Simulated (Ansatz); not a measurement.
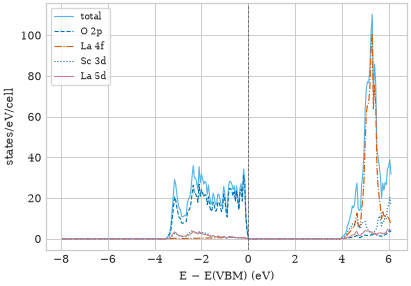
Fig. 1. Total and projected density of states of LaScO₃ in space group Pnma (No. 62; La on 4c, O on 8d, Sc on 4b, O on 4c), plane-wave PAW PBEsol (Ansatz code)

Task: Which orbitals carry the states next to the gap?

Result: Top 1 eV of the valence band: O 2p 89 %. Bottom 1 eV of the conduction band: La 4f 45 %, Sc 3d 38 %, La 5d 11 %. Projections are on Löwdin-orthogonalised atomic valence shells; empty p or d shells of many metals are not among them.

Task: Where is the tallest occupied peak in this window, and what makes it?

Result: Near -2.3 eV, about 36 states/eV per cell; the largest projected share is O 2p.

Symmetry was held in the PBEsol relaxation. No spin polarisation was allowed. Spin–orbit coupling is left out wherever it is not named.

Potentials: the later of the program's two PAW sets.
